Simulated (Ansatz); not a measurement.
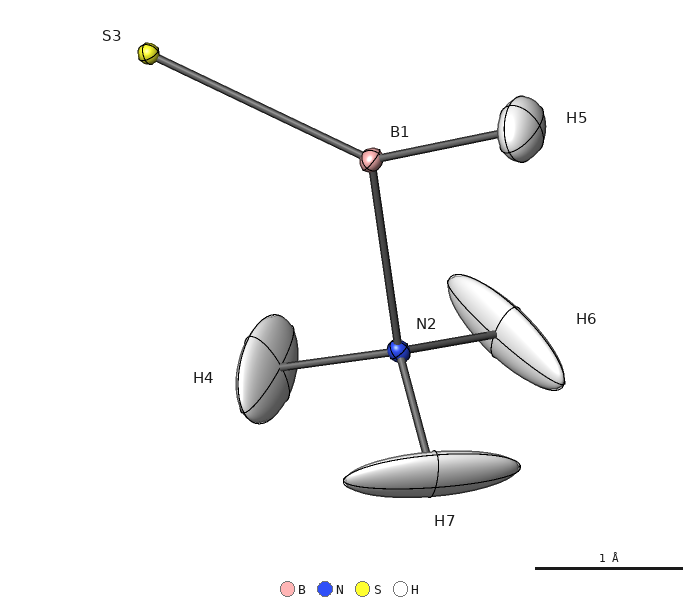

Displacement ellipsoids at the 50 % level, from the internal vibrations of the free molecule (harmonic, no overall translation or rotation; no half-axis is drawn under 0.075 Å). Vibrations computed with RKS PBE0-D4/def2-TZVP (Ansatz 0.2.0). Temperature: 400 K.

### Which atom has the largest mean-square displacement?

H6, H7, with U_eq = 0.0621 Å².

### Does H7 move more along its bond or across it?

Across it: the root-mean-square amplitude is 0.074 Å along the bond and up to 0.403 Å across, since bending and torsion are softer than stretching.

Give the displacement parameters, one line for each set of equivalent atoms.

```
  atom  U_eq (Å²)   rms amplitudes (Å)
    B1     0.0027  0.036, 0.055, 0.062
    N2     0.0013  0.017, 0.022, 0.055
    S3    0.00047  0.010, 0.019, 0.031
    H4     0.0479  0.071, 0.181, 0.325
    H5     0.0185  0.092, 0.130, 0.174
H6, H7     0.0621  0.074, 0.138, 0.403
```
